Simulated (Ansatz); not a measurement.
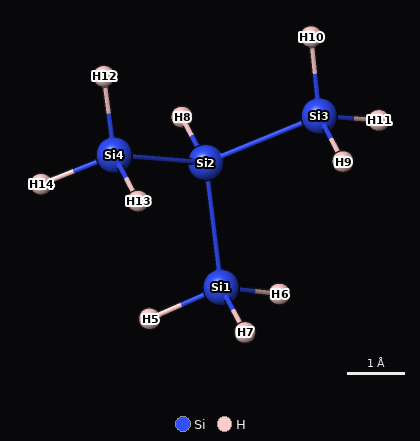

**Figure 1.** The input geometry (ball-and-stick view, seen at a tilt; atoms are numbered from 1 in the order of the input).

## Single-point calculation, with input and output: Si$_{4}$H$_{10}$

System: Si$_{4}$H$_{10}$, SMILES [SiH3][SiH]([SiH3])[SiH3].
Method: RKS PBE0-D4/def2-TZVPP (Ansatz 0.2.0).

The geometry comes from this level: PBE0-D4/def2-TZVP.

### The input
```yaml
crystal:
  periodic: [false, false, false]
  atoms:
    - {symbol: Si, position_ang: [-1.497393, 0.553052, -1.522362]}
    - {symbol: Si, position_ang: [-0.466974, -0.050869, 0.486861]}
    - {symbol: Si, position_ang: [1.102185, 1.576234, 1.081686]}
    - {symbol: Si, position_ang: [0.601659, -2.113703, 0.229387]}
    - {symbol: H, position_ang: [-2.497917, -0.469177, -1.932307]}
    - {symbol: H, position_ang: [-2.182743, 1.867288, -1.391485]}
    - {symbol: H, position_ang: [-0.463948, 0.660205, -2.587605]}
    - {symbol: H, position_ang: [-1.498816, -0.158521, 1.559913]}
    - {symbol: H, position_ang: [2.128117, 1.680299, 0.008906]}
    - {symbol: H, position_ang: [1.781603, 1.215402, 2.355357]}
    - {symbol: H, position_ang: [0.451011, 2.903954, 1.246591]}
    - {symbol: H, position_ang: [1.284172, -2.517048, 1.488580]}
    - {symbol: H, position_ang: [1.620857, -2.004165, -0.849253]}
    - {symbol: H, position_ang: [-0.374815, -3.172051, -0.145367]}
basis:
  gaussian: {orbitals: def2-TZVPP}
hamiltonian: {xc: pbe0, dispersion: d4}
output: {orbitals: {seedname: orbitals}}
```

Run on 4 threads of Arm Neoverse V2, 23 GiB of memory available, shared host.

Launch command:
```bash
ansatz run in.yaml --threads 4 --pin off --events-out ev --progress --plain --max-ram 10444MiB
```

### The program's output
```
Functional definition: PBE0
  name "PBE0"
  cite "Adamo & Barone, J. Chem. Phys. 110, 6158 (1999) doi:10.1063/1.478522"
  cite "Perdew, Burke & Ernzerhof, Phys. Rev. Lett. 77, 3865 (1996) doi:10.1103/PhysRevLett.77.3865"
  parent pbe
  parameter a = 0.25
  parameter kappa = 0.804
  parameter beta = 0.06672455060314922
  exchange = (1 - a)*pbe_x(kappa = kappa, mu = beta*pi^2/3) + a*exact_x
  correlation = pbe_c(beta = beta)
1754 factors; their error is unknown
mean field evaluation 1: about -31659.9201 eV, gradient 1.4e1 eV
mean field evaluation 2: about -31660.5273 eV, gradient 6.2e0 eV
mean field evaluation 4: about -31660.6426 eV, gradient 5.2e-1 eV
mean field evaluation 8: about -31660.7039 eV, gradient 2.0e-1 eV
mean field -31660.70394468 eV, -1163.5094095712 hartree, gradient 4.8e-5 eV, S^2 0.000000; 0 other end points of the search recorded, 0 dependent functions left out
reference -31660.70398941 eV, -1163.5094112149 hartree; 33, 33 occupied and 275, 275 virtual orbitals, 1754 factors
Total energy: -31661.02674255 eV, -1163.5212721740 hartree
```

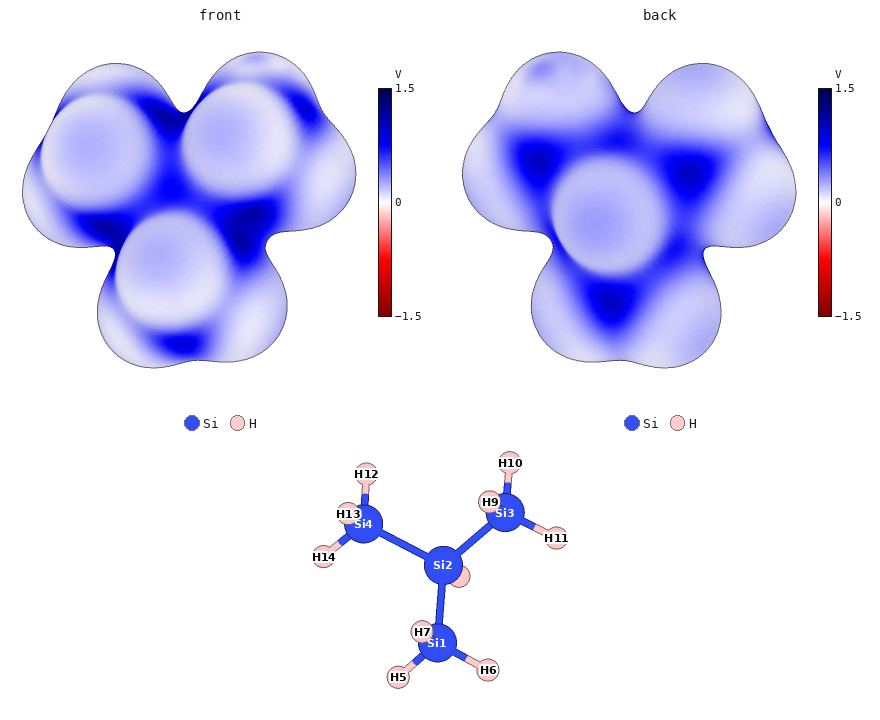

**Figure 2.** The electrostatic potential painted on the density surface at 0.002 e/bohr³, seen at a tilt and from behind; red is negative and blue positive. The bare structure is drawn below in the same view.

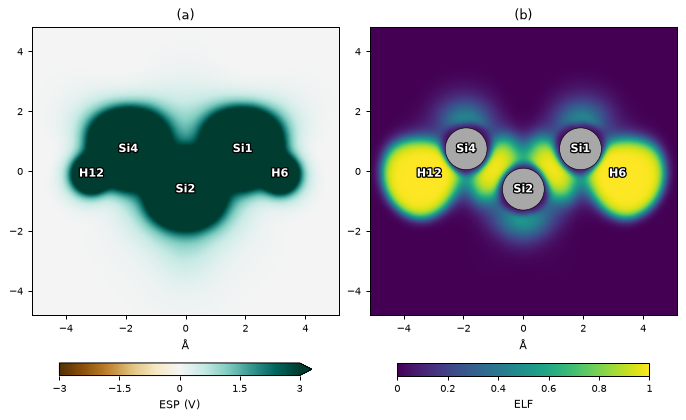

**Figure 3.** (a) electrostatic potential; (b) electron localisation function on the plane of atoms Si1, Si2 and Si4. Grey discs, where drawn, cover atomic cores. The section cuts through Si and H sites. Si–Si (2.34 Å): the ELF peaks at about 1 between the atoms (a covalent bond). Si–H (1.49 Å): the ELF climbs to about 1 towards the hydrogen, as it does in any bond to H. The potential has no marked negative region in this plane.

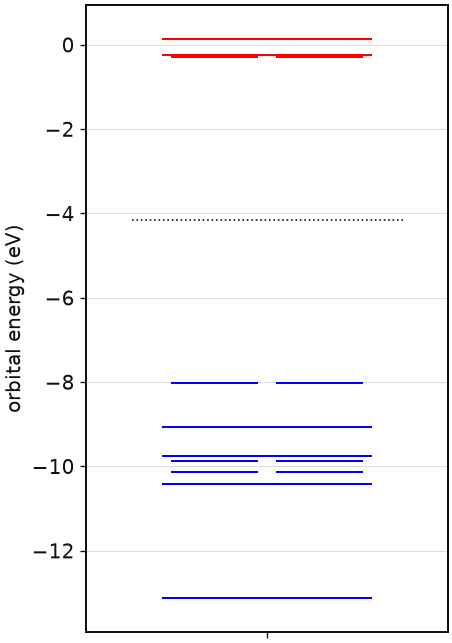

**Figure 4.** Orbital energies near the frontier; the dotted line parts filled from empty levels, and levels within 0.02 eV of each other stand side by side. Highest filled −8.02 eV, lowest empty −0.28 eV, 7.74 eV apart.

### Summary

| quantity | value |
| --- | --- |
| outcome | converged |
| total energy | −31661.0267 eV |
| mean-field energy | −31660.7040 eV |
| dispersion energy | −0.3228 eV |
| SCF solution under orbital rotations | stable |
| HOMO | −8.02 eV |
| LUMO | −0.28 eV |
| wall time | 7 s (CPU time 23 s) |
| peak memory | 1 GiB |
